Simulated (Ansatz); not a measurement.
Partial pair distribution functions of a relaxed model of amorphous Ti₂₀O₄₃B₂, broadened by 0.06 Å; density 3.47 g/cm³. Level of theory: PBE, scalar-relativistic without spin-orbit coupling (plane waves to 420 eV, PAW; Ansatz, a first-principles code).

It comes from a melt-quench run on a machine-learned potential (CHGNet), relaxed afterwards by DFT. O atoms were pushed apart under 1.9 Å during the dynamics, to hinder bonds among them. The hot cell started wider than the set density and was brought back towards it in steps. It is the lowest in DFT energy of 2 quenches. It is a model cell: composition and starting density were chosen by hand, and all elements were melted together. No dispersion term was used. Its density started from a set value of 3.47 and ended at 3.47 g/cm³. The simulated quench (nominally 300 K/ps over its main leg) is rapid and tends to freeze in more defects than a deposited or slowly cooled glass has. One small periodic cell is one sample of the glass; other quenches scatter about these values. The volume was held where the preparation left it and the shape relaxed, at a PBE pressure of 2.6 GPa. Stress components on the final sampling reach 2.7 GPa.

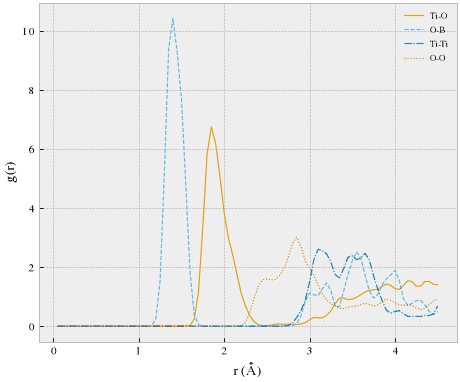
Figure. Partial pair distribution functions

Highest peaks under 4.5 Å: Ti-O near 1.85 Å, O-B near 1.40 Å, Ti-Ti near 3.10 Å, O-O near 2.85 Å; pairs of few atoms are noisy.

Within 2.42 Å each Ti has 5.30 O neighbours on average.
